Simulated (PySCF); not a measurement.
## K₂: a changed input and its effect

System: K₂.
Method of run A: GIAO PBE0/pcSseg-1 NMR shielding, non-relativistic, IEF-PCM benzene (PySCF 2.14.0).

The geometry comes from this level: PBE0-D3(BJ)/def2-SVP. Text and figures count atoms from 1; the logs count them from 0 in places.

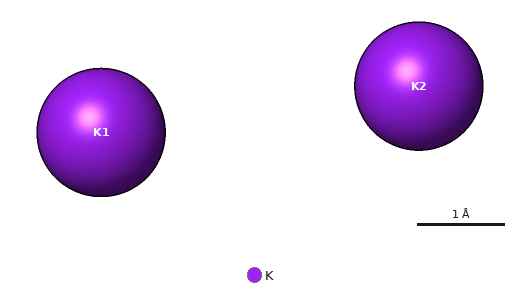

The input geometry (ball-and-stick view, seen at a tilt; atoms are numbered from 1 in the order of the input). Sticks are drawn by distance; a stretched bond gets none, so the picture shows separate pieces.

**Input file, run A**
```
{"job": {"kind": "nmr", "xc": "PBE0", "basis": "pcSseg-1", "solvent": "benzene", "pop": true}, "charge": 0, "multiplicity": 1}
K      2.022415    -0.043459     0.002854
K     -2.004971     0.008608    -0.018634
```

The first line tells a small driver script what to run in PySCF; the rest is the geometry in Å.

Launched with:
```bash
OMP_NUM_THREADS=1 python <driver script> task.json out
```

Hardware: 1 CPU thread, shared host.

**Output (run A)**
```
coarse grid: 4824 points
cycle   1  E = -1199.3787607919  dE = -9.385e-02  |g| = 9.804e-02  |ddm| = 1.112e+00
cycle   2  E = -1199.3793845534  dE = -6.238e-04  |g| = 6.412e-02  |ddm| = 1.314e-01
cycle   3  E = -1199.3802648176  dE = -8.803e-04  |g| = 1.315e-02  |ddm| = 6.856e-02
cycle   4  E = -1199.3802987645  dE = -3.395e-05  |g| = 1.296e-03  |ddm| = 1.346e-02
cycle   5  E = -1199.3802998313  dE = -1.067e-06  |g| = 4.578e-04  |ddm| = 5.547e-03
final grid: 25360 points
cycle   6  E = -1199.3626103599  dE = -2.572e-06  |g| = 2.324e-03  |ddm| = 3.290e-03
cycle   7  E = -1199.3626106567  dE = -2.968e-07  |g| = 1.046e-03  |ddm| = 2.415e-03
cycle   8  E = -1199.3626107562  dE = -9.950e-08  |g| = 4.423e-05  |ddm| = 7.557e-04
cycle   9  E = -1199.3626107566  dE = -4.068e-10  |g| = 1.411e-05  |ddm| = 6.473e-05
converged SCF energy = -1199.3626107566

GIAO shielding tensors (ppm)
atom      isotropic    diamagn.    paramagn.     s11        s22        s33       span
  0 K     1268.511    1330.021     -61.510   1237.143   1237.158   1331.232     94.089
  1 K     1268.511    1330.021     -61.510   1237.143   1237.158   1331.232     94.089
```

The input of run B differs as follows (lines with − go, lines with + come):
```diff
-"solvent": "benzene"
-"pop": true
+"solvent": "dimethylsulfoxide"
+"pop": false
```

Predict how the results change.

The total energy of run B is 1.3 kcal/mol lower: the change of the electrostatic solvation energy at this fixed geometry, without cavity or dispersion terms. The LUMO goes from −1.09 to −0.96 eV. Of all shieldings, the largest change is that of K1 and K2, by −14.9 ppm. The number of SCF iterations is the same.

**Output (run B)**
```
coarse grid: 4824 points
cycle   1  E = -1199.3806969466  dE = -9.559e-02  |g| = 9.198e-02  |ddm| = 1.104e+00
cycle   2  E = -1199.3818843145  dE = -1.187e-03  |g| = 4.816e-02  |ddm| = 1.316e-01
cycle   3  E = -1199.3823848673  dE = -5.006e-04  |g| = 1.331e-02  |ddm| = 5.822e-02
cycle   4  E = -1199.3824394381  dE = -5.457e-05  |g| = 2.044e-03  |ddm| = 2.251e-02
cycle   5  E = -1199.3824473739  dE = -7.936e-06  |g| = 6.037e-04  |ddm| = 1.620e-02
final grid: 25360 points
cycle   6  E = -1199.3647589603  dE = -2.642e-06  |g| = 2.255e-03  |ddm| = 3.459e-03
cycle   7  E = -1199.3647592558  dE = -2.955e-07  |g| = 1.009e-03  |ddm| = 2.485e-03
cycle   8  E = -1199.3647593495  dE = -9.364e-08  |g| = 4.094e-05  |ddm| = 7.010e-04
cycle   9  E = -1199.3647593505  dE = -9.982e-10  |g| = 1.583e-05  |ddm| = 1.290e-04
converged SCF energy = -1199.3647593505

GIAO shielding tensors (ppm)
atom      isotropic    diamagn.    paramagn.     s11        s22        s33       span
  0 K     1253.592    1329.980     -76.388   1214.743   1214.756   1331.277    116.534
  1 K     1253.592    1329.980     -76.388   1214.743   1214.756   1331.277    116.534
```

**The two runs side by side**

| quantity | run A | run B |
| --- | --- | --- |
| outcome | converged | converged |
| total energy (hartree) | −1199.362611 | −1199.364759 |
| HOMO (eV) | −2.86 | −2.89 |
| LUMO (eV) | −1.09 | −0.96 |
| dipole moment (D) | 0.00 | 0.00 |
| shielding of K1 (ppm) | 1268.5 | 1253.6 |
| shielding of K2 (ppm) | 1268.5 | 1253.6 |
| SCF iterations | 9 | 9 |
| basis functions | 76 | 76 |
| wall time (shared host) | 3.3 s | 1.8 s |
